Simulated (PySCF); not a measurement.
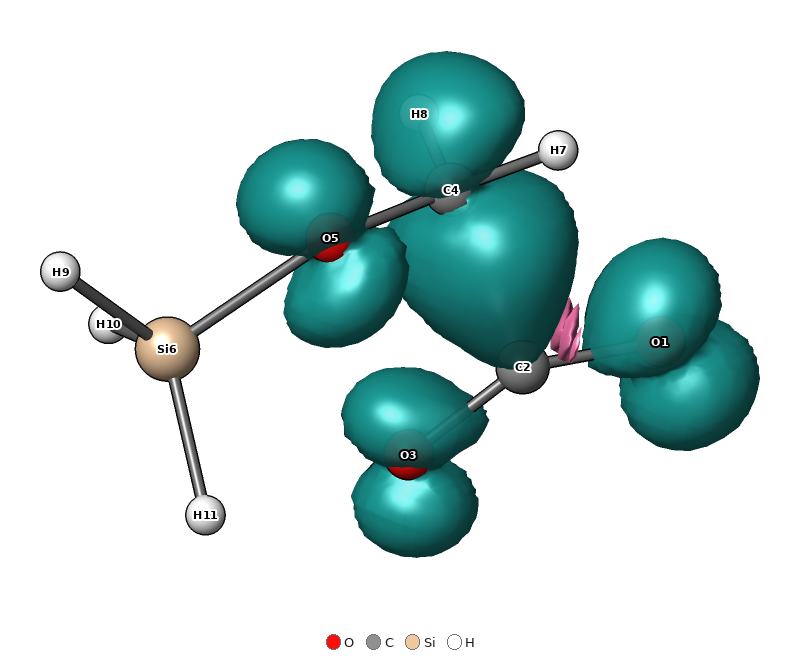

Figure. C₂H₅O₃Si (doublet). Isosurfaces of the spin density at +0.03 (teal) and −0.03 e/Å³ (pink), seen at a tilt.

Geometry: GFN2-xTB.

These are results of UKS B3LYP, pcH-1 on C H O Si, non-relativistic, mean-field spin-orbit, GIAO in PySCF 2.14.0, density-fitted response routines, not measurements.

```json
{"atom": "O", "x (Å)": "-2.1383", "y (Å)": "-0.4976", "z (Å)": "-1.5626"}
{"atom": "C", "x (Å)": "-1.2422", "y (Å)": "0.0766", "z (Å)": "-1.0455"}
{"atom": "O", "x (Å)": "-0.6206", "y (Å)": "1.0820", "z (Å)": "-0.9430"}
{"atom": "C", "x (Å)": "-0.4297", "y (Å)": "-1.1441", "z (Å)": "0.0959"}
{"atom": "O", "x (Å)": "0.1530", "y (Å)": "-0.4706", "z (Å)": "1.0616"}
{"atom": "Si", "x (Å)": "1.1311", "y (Å)": "0.8683", "z (Å)": "1.0348"}
{"atom": "H", "x (Å)": "-1.2450", "y (Å)": "-1.7829", "z (Å)": "0.4261"}
{"atom": "H", "x (Å)": "0.2291", "y (Å)": "-1.5884", "z (Å)": "-0.6517"}
{"atom": "H", "x (Å)": "1.9244", "y (Å)": "0.5205", "z (Å)": "2.2145"}
{"atom": "H", "x (Å)": "1.9632", "y (Å)": "0.9184", "z (Å)": "-0.1595"}
{"atom": "H", "x (Å)": "0.2803", "y (Å)": "2.0204", "z (Å)": "1.2885"}
```

### Where is the unpaired spin?

The unpaired spin (1 electron) lies mostly on C4 (about 0.3), O1 (about 0.2), O5 (about 0.1), O3 (about 0.1) and C2 (about 0.1), in electrons by Hirshfeld's partition.
